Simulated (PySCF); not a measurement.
## Electronic structure of C3H10NOSi (doublet) in real space

```xyz
16

C    -2.5452   -0.0528    0.5326
C    -1.1741   -0.6398    0.4090
Si    0.0643    0.8399   -0.1385
O     0.0470    1.9657    0.8814
N     1.5080   -0.1253   -0.3039
C     2.6432    0.0058    0.5469
H    -3.2399   -0.8048    0.9160
H    -2.9142    0.2925   -0.4300
H    -2.5382    0.7869    1.2214
H    -0.7883   -0.9848    1.3608
H    -1.1183   -1.4275   -0.3337
H    -0.3347    0.9476   -1.5479
H     1.5465   -0.9339   -0.9046
H     3.5613    0.0842   -0.0448
H     2.7546   -0.8529    1.2199
H     2.5204    0.9082    1.1389
```

Geometry: GFN2-xTB.

Level of theory: UKS B3LYP, pcH-1 on C H N O Si, non-relativistic, mean-field spin-orbit, GIAO in PySCF.

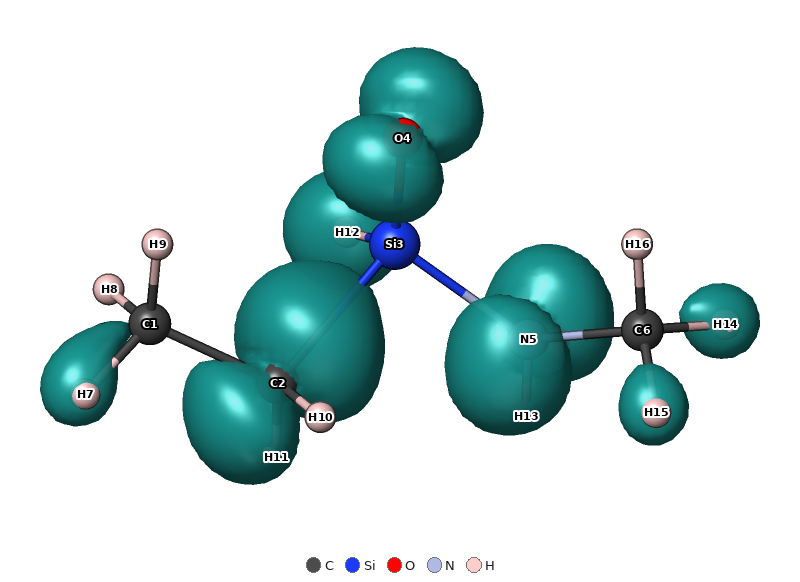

Figure 1. Isosurfaces of the spin density at +0.02 (teal) and −0.02 e/Å³ (pink), seen across its widest extent.

> Which atoms carry the spin?

The unpaired spin (1 electron) lies mostly on N5 (about 0.3), C2 (about 0.2), O4 (about 0.2) and H12 (about 0.1), in electrons by Hirshfeld's partition.

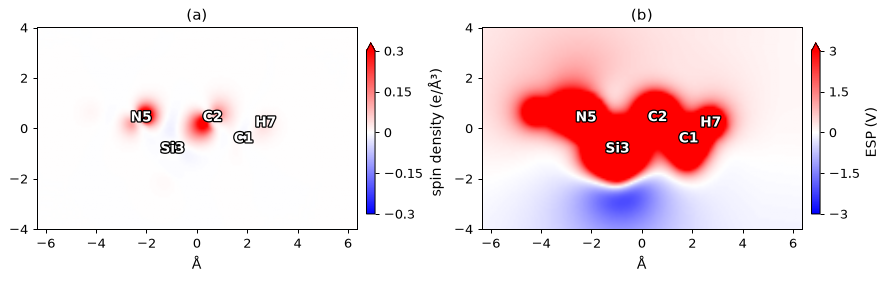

Figure 2. (a) spin density (α minus β); (b) electrostatic potential on the plane of atoms C2, Si3 and N5.

> Read the bonding off the picture.

Atoms in the plane: C, Si, N and H. The unpaired spin (1 electron) lies mostly on N5 (about 0.3), C2 (about 0.2), O4 (about 0.2) and H12 (about 0.1), in electrons by Hirshfeld's partition. Outside the dense part of the molecule the potential is most negative (−2.1 V) near O4, which lies off the plane.

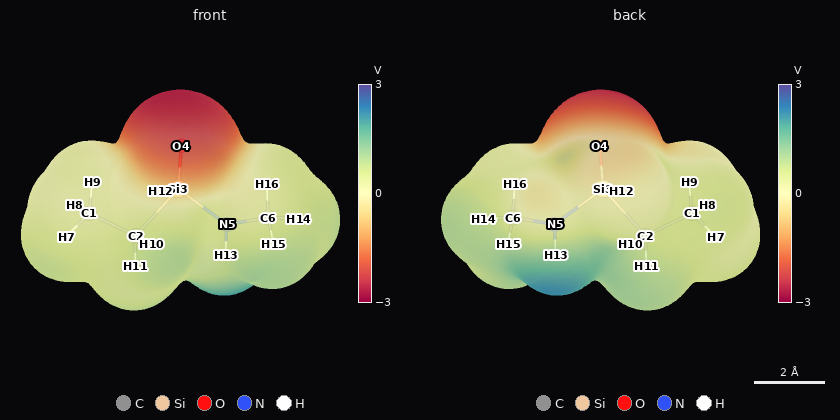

Figure 3. The molecular electrostatic potential painted on the density surface at 0.002 e/bohr³, seen from the front and from behind; the colour scale runs from red (negative) to blue (positive).

> Describe the electrostatic potential map.

The most negative region (about −2.6 V) lies over O4, the most positive (about +2.2 V) over H13. O4 is the likeliest acceptor of a hydrogen bond.
